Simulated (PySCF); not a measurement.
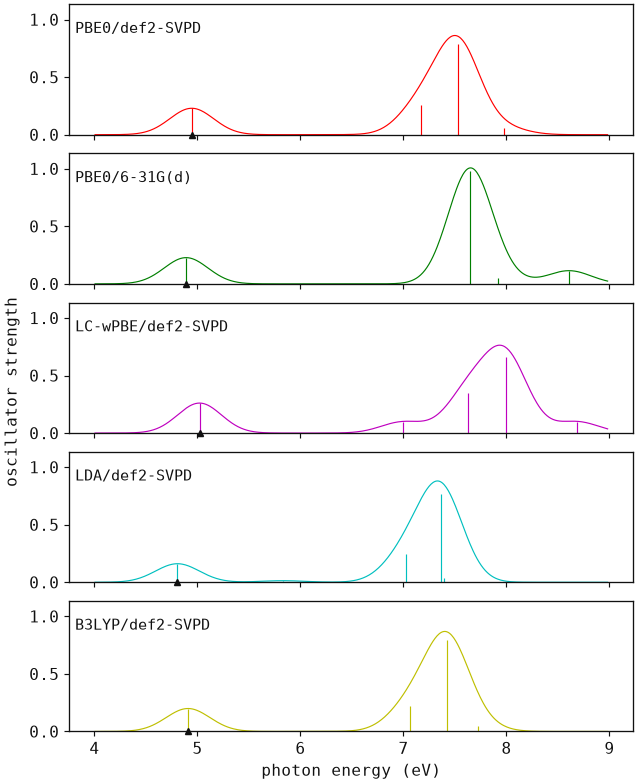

Vertical TDDFT spectra of GaCl, singlet at one geometry and several levels (PySCF, at a PBE0-D3(BJ)/def2-SVP geometry (no frequency check)); sticks with Gaussians of 1/e half-width 0.30 eV, the triangle marks S1, which has the same leading orbital pair at all these levels. Only the lowest states were computed, so the high end is incomplete. States within 0.01 eV of each other are merged, with their strengths summed. The highest state may be half of a pair whose partner wasn't computed.

How far does S1 move with the level of theory?

From lowest to highest: LDA/def2-SVPD 4.81 eV, PBE0/6-31G(d) 4.89 eV, B3LYP/def2-SVPD 4.91 eV, PBE0/def2-SVPD 4.94 eV, LC-wPBE/def2-SVPD 5.02 eV; a spread of 0.21 eV.

Caveats, for all or some of the runs: 6-31G(d) has no diffuse functions, so states with Rydberg character are missing or too high; core orbitals are frozen in the response; states above the negative HOMO energy depend on the basis.
